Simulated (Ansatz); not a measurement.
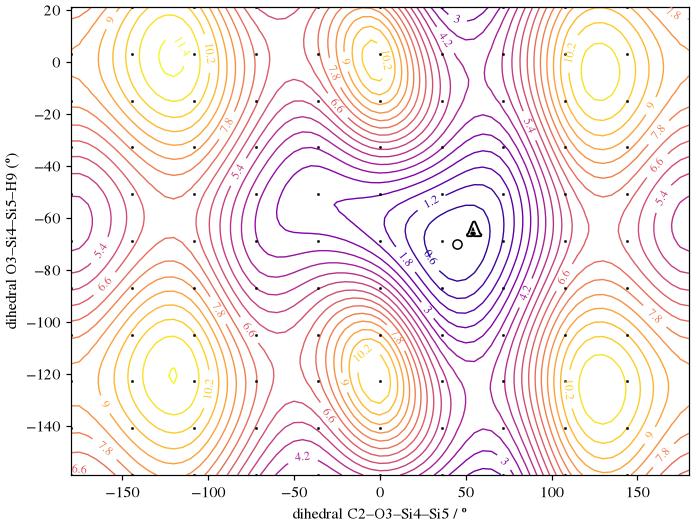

C₂H₆OSi₂, SMILES C#CO[SiH2][SiH3]. 
- First axis: dihedral C2–O3–Si4–Si5. Second axis: dihedral O3–Si4–Si5–H9.
- Nothing is relaxed (all other coordinates rigid).
- Grid: 10 × 11 points.
- Points are written as (first, second).
- Energies are in kJ/mol, from the relaxed molecule at the same level.
- These are results of RKS B3LYP-D4/def2-SVP (Ansatz 0.2.0), not measurements.

In the figure: contour lines labelled in kJ/mol, dots at the grid points, the point A. Between grid points the surface is interpolated.

What is the easiest way out of the well at A, and how high is the barrier?

The easiest path leads from the well at about (45°, −70°) to the well at about (−180°, −65°), about 4.5 kJ/mol higher. Its highest point lies about 6.7 kJ/mol above the bottom of the first well on the interpolated surface, at about (130°, −65°). Seen from the upper well the barrier is about 2.2 kJ/mol. The start is the relaxed structure and all else is held, so a fully relaxed path at this level can only be lower.

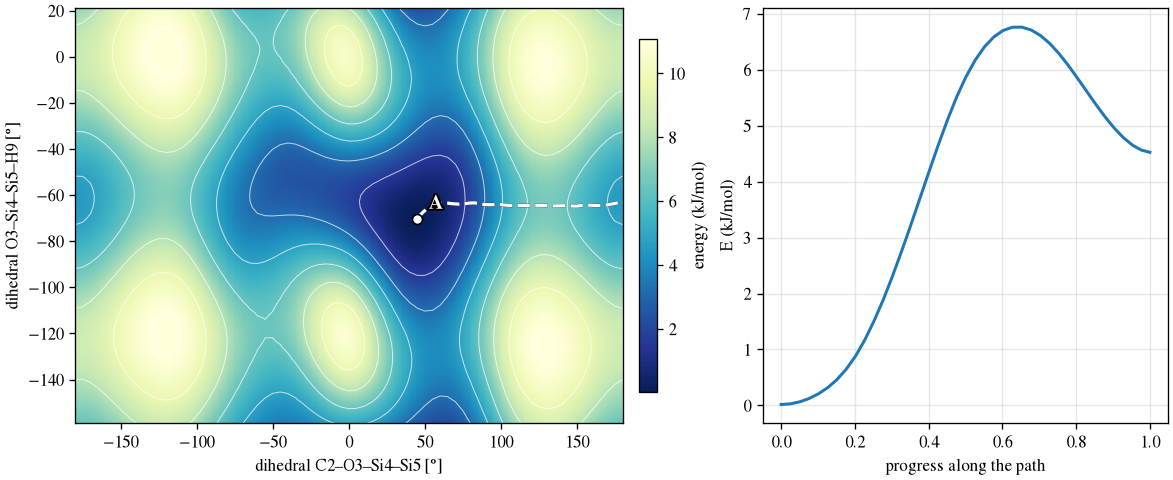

The picture shows a smooth colour map with a few white contour lines, a line along the lowest path, the energy along the path at the right. Between grid points the surface is interpolated.
